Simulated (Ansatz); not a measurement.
Geometry relaxation, with input and output: Si$_{2}$H$_{8}$O (part 1 of 2)

The run: geometry relaxation of Si$_{2}$H$_{8}$O. Method and program: RKS PBE0-D4/def2-TZVP (Ansatz 0.2.0).

The geometry is a transition state displaced along its imaginary mode. The reaction was set up to form Si1–H7 and O2–H6 and to break Si1–O2 and H6–H7 (atoms counted from 1 in the order of the input); sticks are drawn by distance alone. Figures and captions count atoms from 1; the log counts them from 0 in places.

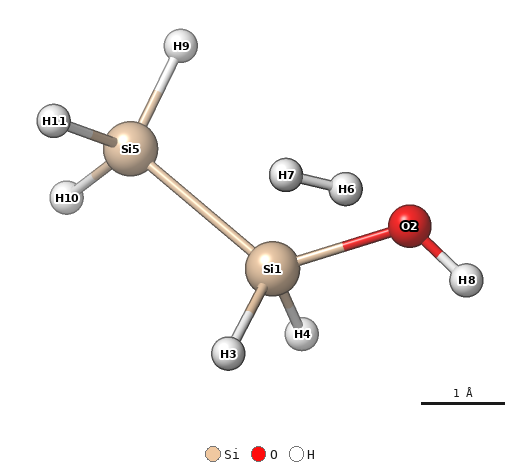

**Figure 1.** The starting structure (ball-and-stick view, seen at a tilt; atoms are numbered from 1 in the order of the input). Bond lengths as drawn: H–H 0.81 Å, H–O 0.96 Å, H–Si 1.48 to 1.54 Å, O–Si 1.77 Å and Si–Si 2.36 Å.

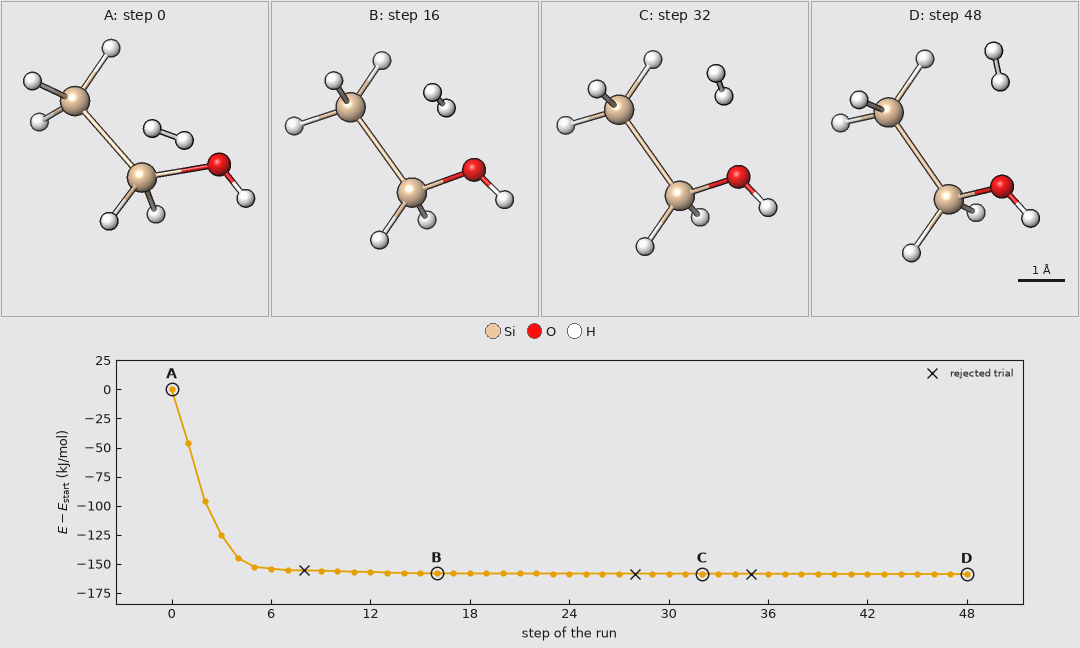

**Figure 2.** Frames of the relaxation (ball-and-stick view, seen at a tilt) above the curves, on which the letters mark them (the first geometry is step 0 here and step 1 in the log).

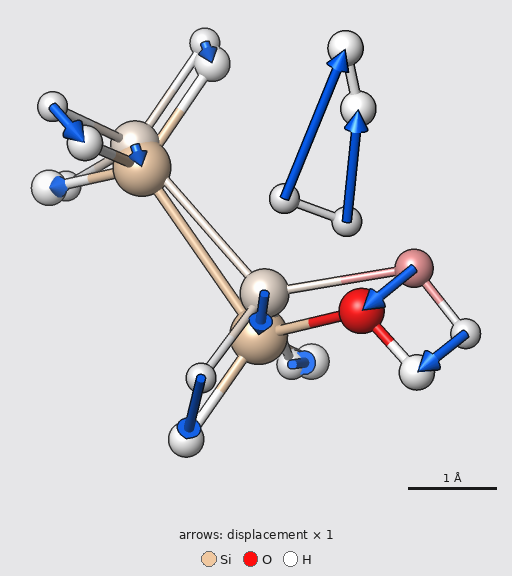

**Figure 3.** Start (faint) and end (solid) with the displacements as blue arrows, at true length (ball-and-stick view, seen at a tilt). The two geometries are laid on each other by the best rigid fit. H7 moves most after the best rigid fit: 1.90 Å. Largest moves by element: H 1.90 Å, O 0.81 Å, Si 0.71 Å. Distances before and after: Si1–O2 1.768 → 1.655 Å, H6–H7 0.806 → 0.748 Å, Si1–H3 1.538 → 1.492 Å, Si1–Si5 2.356 → 2.338 Å. Among the angles that change: O2–Si1–H4 93.1° → 111.0°, O2–Si1–Si5 123.5° → 107.4°, O2–Si1–H3 115.4° → 111.0°. After 48 geometry steps the energy has fallen by 158.7 kJ/mol. Largest force component: 1.5 eV/Å at the start, 0.0049 eV/Å at the end. The line search rejected the trial steps at points 8, 28, 35 (counted from 0) and went back. (Atoms are counted from 1 in the order of the input.)

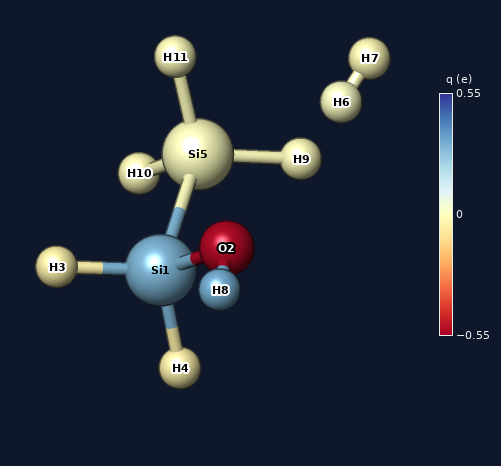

**Figure 4.** Mulliken charges, as the colour of each atom (ball-and-stick view, seen at a tilt; atoms are numbered from 1 in the order of the input). By element: Si 0.00 to +0.31, O −0.52 and H −0.04 to +0.32 e.

The input that produced these results follows, with the program's output.

The input
```yaml
crystal:
  periodic: [false, false, false]
  atoms:
    - {symbol: Si, position_ang: [-0.257593, -0.648758, -0.240448]}
    - {symbol: O, position_ang: [0.901385, -0.795846, -1.567240]}
    - {symbol: H, position_ang: [-0.288487, -1.831269, 0.741980]}
    - {symbol: H, position_ang: [-1.428952, -0.861764, -1.133262]}
    - {symbol: Si, position_ang: [-0.673784, 1.366769, 0.906972]}
    - {symbol: H, position_ang: [1.577208, -0.668336, -0.390848]}
    - {symbol: H, position_ang: [1.599393, -0.463562, 0.388870]}
    - {symbol: H, position_ang: [0.890402, -1.580757, -2.113305]}
    - {symbol: H, position_ang: [-0.116706, 2.480261, 0.112096]}
    - {symbol: H, position_ang: [-2.141220, 1.597583, 1.035455]}
    - {symbol: H, position_ang: [-0.061645, 1.405678, 2.259631]}
basis:
  gaussian: {orbitals: def2-TZVP}
hamiltonian: {xc: pbe0, dispersion: d4}
relax: {f_tol: 0.005, max_steps: 200}
```

Command:
```bash
ansatz run in.yaml --threads 4 --pin off --events-out ev --progress --plain --max-ram 9574MiB
```

Log
```
Functional definition: PBE0
  name "PBE0"
  cite "Adamo & Barone, J. Chem. Phys. 110, 6158 (1999) doi:10.1063/1.478522"
  cite "Perdew, Burke & Ernzerhof, Phys. Rev. Lett. 77, 3865 (1996) doi:10.1103/PhysRevLett.77.3865"
  parent pbe
  parameter a = 0.25
  parameter kappa = 0.804
  parameter beta = 0.06672455060314922
  exchange = (1 - a)*pbe_x(kappa = kappa, mu = beta*pi^2/3) + a*exact_x
  correlation = pbe_c(beta = beta)
1039 factors; their error is unknown
mean field evaluation 1: about -17919.4765 eV, gradient 4.9e1 eV
mean field evaluation 2: about -17910.8793 eV, gradient 8.4e1 eV
mean field evaluation 4: about -17923.3909 eV, gradient 1.7e0 eV
mean field evaluation 8: about -17923.4686 eV, gradient 3.4e-2 eV
mean field -17923.46860624 eV, -658.6753223158 hartree, gradient 1.9e-5 eV, S^2 0.000000; 0 other end points of the search recorded, 0 dependent functions left out
the calculation of the forces begins
reference -17923.46864055 eV, -658.6753235769 hartree; 22, 22 occupied and 131, 131 virtual orbitals, 1039 factors
relax step   1: F+E_penalty+E_count = -17923.63724264 eV  Δ(F+E_penalty+E_count) = +0.000e0 eV  max|allowed force component| = 1.466e0 eV/Å  Δτ_max = 0.0000 Å  (25 SCF iters, accepted)
these checks for a lower state are left out or cut short: starts, cluster_reference, orbital_swaps, neighbouring_geometries, increment
1039 factors; their error is unknown
mean field evaluation 16: about -17923.6273 eV, gradient 9.0e0 eV
mean field -17923.93965767 eV, -658.6926331367 hartree, gradient 1.3e-5 eV, S^2 0.000000; 0 other end points of the search recorded, 0 dependent functions left out
[... from here on the field's lines of each further geometry are left out, up to the last ...]
relax step   2: F+E_penalty+E_count = -17924.11500387 eV  Δ(F+E_penalty+E_count) = -4.778e-1 eV  max|allowed force component| = 2.054e0 eV/Å  Δτ_max = 0.1922 Å  (27 SCF iters, accepted)
relax step   3: F+E_penalty+E_count = -17924.62998594 eV  Δ(F+E_penalty+E_count) = -5.150e-1 eV  max|allowed force component| = 2.156e0 eV/Å  Δτ_max = 0.1985 Å  (28 SCF iters, accepted)
relax step   4: F+E_penalty+E_count = -17924.93286699 eV  Δ(F+E_penalty+E_count) = -3.029e-1 eV  max|allowed force component| = 1.530e0 eV/Å  Δτ_max = 0.2000 Å  (29 SCF iters, accepted)
relax step   5: F+E_penalty+E_count = -17925.13704659 eV  Δ(F+E_penalty+E_count) = -2.042e-1 eV  max|allowed force component| = 5.005e-1 eV/Å  Δτ_max = 0.1948 Å  (28 SCF iters, accepted)
relax step   6: F+E_penalty+E_count = -17925.21824640 eV  Δ(F+E_penalty+E_count) = -8.120e-2 eV  max|allowed force component| = 3.398e-1 eV/Å  Δτ_max = 0.2000 Å  (28 SCF iters, accepted)
relax step   7: F+E_penalty+E_count = -17925.23327147 eV  Δ(F+E_penalty+E_count) = -1.503e-2 eV  max|allowed force component| = 3.649e-1 eV/Å  Δτ_max = 0.1195 Å  (28 SCF iters, accepted)
relax step   8: F+E_penalty+E_count = -17925.24798527 eV  Δ(F+E_penalty+E_count) = -1.471e-2 eV  max|allowed force component| = 9.801e-2 eV/Å  Δτ_max = 0.1353 Å  (28 SCF iters, accepted)
relax step   9: F+E_penalty+E_count = -17925.24262106 eV  Δ(F+E_penalty+E_count) = +5.364e-3 eV  max|allowed force component| = 6.911e-1 eV/Å  Δτ_max = 0.1300 Å  (28 SCF iters, rejected (line search))
relax step  10: F+E_penalty+E_count = -17925.25154944 eV  Δ(F+E_penalty+E_count) = -3.564e-3 eV  max|allowed force component| = 9.223e-2 eV/Å  Δτ_max = 0.0634 Å  (29 SCF iters, accepted)
relax step  11: F+E_penalty+E_count = -17925.25617054 eV  Δ(F+E_penalty+E_count) = -4.621e-3 eV  max|allowed force component| = 1.078e-1 eV/Å  Δτ_max = 0.0971 Å  (29 SCF iters, accepted)
relax step  12: F+E_penalty+E_count = -17925.26151354 eV  Δ(F+E_penalty+E_count) = -5.343e-3 eV  max|allowed force component| = 1.485e-1 eV/Å  Δτ_max = 0.1463 Å  (28 SCF iters, accepted)
relax step  13: F+E_penalty+E_count = -17925.26247976 eV  Δ(F+E_penalty+E_count) = -9.662e-4 eV  max|allowed force component| = 4.175e-1 eV/Å  Δτ_max = 0.1953 Å  (28 SCF iters, accepted)
relax step  14: F+E_penalty+E_count = -17925.26881632 eV  Δ(F+E_penalty+E_count) = -6.337e-3 eV  max|allowed force component| = 2.335e-1 eV/Å  Δτ_max = 0.0300 Å  (29 SCF iters, accepted)
relax step  15: F+E_penalty+E_count = -17925.27317520 eV  Δ(F+E_penalty+E_count) = -4.359e-3 eV  max|allowed force component| = 6.409e-2 eV/Å  Δτ_max = 0.0586 Å  (28 SCF iters, accepted)
relax step  16: F+E_penalty+E_count = -17925.27535716 eV  Δ(F+E_penalty+E_count) = -2.182e-3 eV  max|allowed force component| = 6.466e-2 eV/Å  Δτ_max = 0.0693 Å  (28 SCF iters, accepted)
relax step  17: F+E_penalty+E_count = -17925.27587671 eV  Δ(F+E_penalty+E_count) = -5.195e-4 eV  max|allowed force component| = 1.365e-1 eV/Å  Δτ_max = 0.0861 Å  (28 SCF iters, accepted)
relax step  18: F+E_penalty+E_count = -17925.27648881 eV  Δ(F+E_penalty+E_count) = -6.121e-4 eV  max|allowed force component| = 5.384e-2 eV/Å  Δτ_max = 0.0176 Å  (29 SCF iters, accepted)
relax step  19: F+E_penalty+E_count = -17925.27670653 eV  Δ(F+E_penalty+E_count) = -2.177e-4 eV  max|allowed force component| = 1.342e-2 eV/Å  Δτ_max = 0.0174 Å  (30 SCF iters, accepted)
relax step  20: F+E_penalty+E_count = -17925.27687203 eV  Δ(F+E_penalty+E_count) = -1.655e-4 eV  max|allowed force component| = 2.481e-2 eV/Å  Δτ_max = 0.0454 Å  (29 SCF iters, accepted)
relax step  21: F+E_penalty+E_count = -17925.27701594 eV  Δ(F+E_penalty+E_count) = -1.439e-4 eV  max|allowed force component| = 2.132e-2 eV/Å  Δτ_max = 0.0516 Å  (29 SCF iters, accepted)
relax step  22: F+E_penalty+E_count = -17925.27708394 eV  Δ(F+E_penalty+E_count) = -6.800e-5 eV  max|allowed force component| = 1.917e-2 eV/Å  Δτ_max = 0.0349 Å  (28 SCF iters, accepted)
relax step  23: F+E_penalty+E_count = -17925.27716199 eV  Δ(F+E_penalty+E_count) = -7.805e-5 eV  max|allowed force component| = 2.097e-2 eV/Å  Δτ_max = 0.0180 Å  (29 SCF iters, accepted)
relax step  24: F+E_penalty+E_count = -17925.27724470 eV  Δ(F+E_penalty+E_count) = -8.271e-5 eV  max|allowed force component| = 1.169e-2 eV/Å  Δτ_max = 0.0275 Å  (29 SCF iters, accepted)
relax step  25: F+E_penalty+E_count = -17925.27730578 eV  Δ(F+E_penalty+E_count) = -6.108e-5 eV  max|allowed force component| = 1.417e-2 eV/Å  Δτ_max = 0.0272 Å  (29 SCF iters, accepted)
relax step  26: F+E_penalty+E_count = -17925.27737761 eV  Δ(F+E_penalty+E_count) = -7.183e-5 eV  max|allowed force component| = 1.920e-2 eV/Å  Δτ_max = 0.0456 Å  (28 SCF iters, accepted)
relax step  27: F+E_penalty+E_count = -17925.27741199 eV  Δ(F+E_penalty+E_count) = -3.438e-5 eV  max|allowed force component| = 2.630e-2 eV/Å  Δτ_max = 0.0253 Å  (29 SCF iters, accepted)
relax step  28: F+E_penalty+E_count = -17925.27756464 eV  Δ(F+E_penalty+E_count) = -1.527e-4 eV  max|allowed force component| = 2.539e-2 eV/Å  Δτ_max = 0.0411 Å  (29 SCF iters, accepted)
relax step  29: F+E_penalty+E_count = -17925.27749462 eV  Δ(F+E_penalty+E_count) = +7.002e-5 eV  max|allowed force component| = 5.407e-2 eV/Å  Δτ_max = 0.0835 Å  (28 SCF iters, rejected (line search))
relax step  30: F+E_penalty+E_count = -17925.27776384 eV  Δ(F+E_penalty+E_count) = -1.992e-4 eV  max|allowed force component| = 2.923e-2 eV/Å  Δτ_max = 0.0413 Å  (29 SCF iters, accepted)
relax step  31: F+E_penalty+E_count = -17925.27807661 eV  Δ(F+E_penalty+E_count) = -3.128e-4 eV  max|allowed force component| = 5.476e-2 eV/Å  Δτ_max = 0.0858 Å  (28 SCF iters, accepted)
relax step  32: F+E_penalty+E_count = -17925.27816554 eV  Δ(F+E_penalty+E_count) = -8.892e-5 eV  max|allowed force component| = 6.079e-2 eV/Å  Δτ_max = 0.0275 Å  (29 SCF iters, accepted)
relax step  33: F+E_penalty+E_count = -17925.27838890 eV  Δ(F+E_penalty+E_count) = -2.234e-4 eV  max|allowed force component| = 7.597e-2 eV/Å  Δτ_max = 0.0820 Å  (28 SCF iters, accepted)
relax step  34: F+E_penalty+E_count = -17925.27853631 eV  Δ(F+E_penalty+E_count) = -1.474e-4 eV  max|allowed force component| = 7.466e-2 eV/Å  Δτ_max = 0.0295 Å  (29 SCF iters, accepted)
relax step  35: F+E_penalty+E_count = -17925.27884724 eV  Δ(F+E_penalty+E_count) = -3.109e-4 eV  max|allowed force component| = 8.740e-2 eV/Å  Δτ_max = 0.1293 Å  (28 SCF iters, accepted)
relax step  36: F+E_penalty+E_count = -17925.27819732 eV  Δ(F+E_penalty+E_count) = +6.499e-4 eV  max|allowed force component| = 1.052e-1 eV/Å  Δτ_max = 0.0591 Å  (28 SCF iters, rejected (line search))
relax step  37: F+E_penalty+E_count = -17925.27924686 eV  Δ(F+E_penalty+E_count) = -3.996e-4 eV  max|allowed force component| = 6.736e-2 eV/Å  Δτ_max = 0.0230 Å  (29 SCF iters, accepted)
relax step  38: F+E_penalty+E_count = -17925.27956561 eV  Δ(F+E_penalty+E_count) = -3.188e-4 eV  max|allowed force component| = 6.007e-2 eV/Å  Δτ_max = 0.0320 Å  (28 SCF iters, accepted)
relax step  39: F+E_penalty+E_count = -17925.27994256 eV  Δ(F+E_penalty+E_count) = -3.769e-4 eV  max|allowed force component| = 5.689e-2 eV/Å  Δτ_max = 0.0661 Å  (28 SCF iters, accepted)
```
